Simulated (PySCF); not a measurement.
## Electronic structure of C3H13O2PSi3 in real space

Input file:

```
{"job": {"kind": "nmr", "xc": "PBE0", "basis": "pcSseg-1"}, "charge": 0, "multiplicity": 1}
C      2.489808     1.316123    -0.853245
C      2.205908    -0.193161    -0.828267
C      2.913004    -0.794262     0.351983
O      2.347656    -1.314781     1.268920
O      0.845593    -0.432883    -0.797944
Si    -0.068856    -0.994804     0.419609
P     -2.027536    -0.778981    -0.608749
Si    -2.187964     1.421258    -0.857158
Si    -3.319932    -1.180167     1.139751
H      3.554964     1.506780    -0.952085
H      1.962502     1.760195    -1.693099
H      2.122244     1.768263     0.064675
H      2.615193    -0.653174    -1.742024
H      4.012451    -0.697186     0.321735
H      0.002746    -0.169179     1.628009
H      0.078616    -2.417647     0.707488
H     -1.333195     1.811570    -1.979548
H     -3.586670     1.729338    -1.157387
H     -1.778407     2.192617     0.325107
H     -2.963670    -0.414404     2.338553
H     -4.688923    -0.841914     0.754006
H     -3.205943    -2.604215     1.444016
```

Launched as:

```sh
OMP_NUM_THREADS=1 python probes_run.py task.json out
```

Geometry: GFN2-xTB.

These are results of PBE0/pcSseg-1, SCF density, gas phase, non-relativistic (PySCF), not measurements.

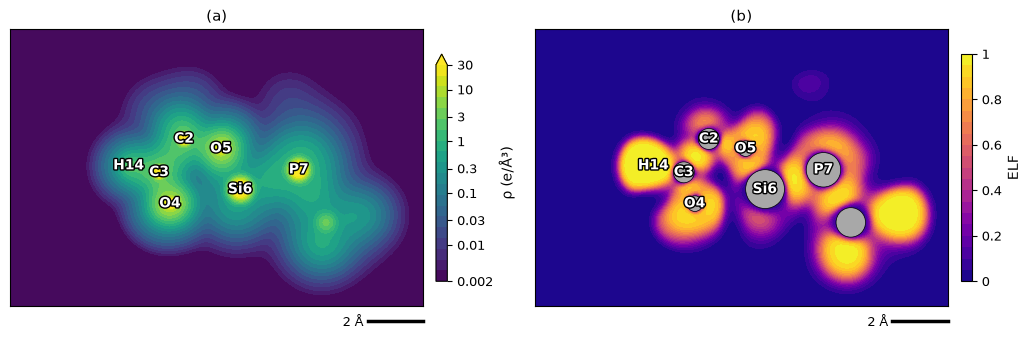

Figure 1. (a) electron density; (b) ELF on the plane of atoms C2, C3 and H14. Grey discs cover the atomic cores in the ELF map.

### Interpret the plot.

The plane passes through C, O, Si, P and H nuclei. C–O (1.20 Å): the density is about 3.4 e/Å³ at the midpoint; the ELF peaks at about 0.85 between the atoms (a multiple bond). C–C (1.50 Å): the density is about 1.8 e/Å³ at the midpoint; the ELF peaks at about 0.95 between the atoms (localised, covalent bonding). Si–O (1.62 Å): ρ is about 1.2 e/Å³ halfway; the ELF peaks at about 0.85 between the atoms: a polar covalent bond. Si–P (2.22 Å): ρ is about 0.77 e/Å³ halfway; the ELF peaks at about 0.95 between the atoms (a shared electron pair). C–H (1.10 Å): ρ is about 2 e/Å³ halfway; the ELF climbs to about 1 towards the hydrogen, as it does in any bond to H: a covalent bond by its length. The ELF also peaks beside O4 and O5, away from the bonds: lone-pair regions.

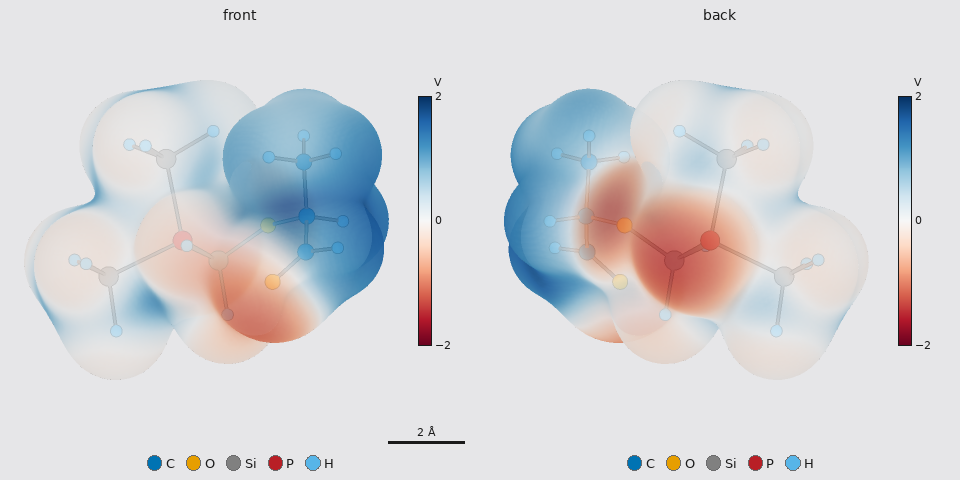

Figure 2. The electrostatic potential painted on the density surface at 0.002 e/bohr³, seen from the front and from behind; the colour scale runs from red (negative) to blue (positive).

### Describe the electrostatic potential map.

The most negative region (about −1.3 V) lies over P7, the most positive (about +1.7 V) over C2, C3 and H14.
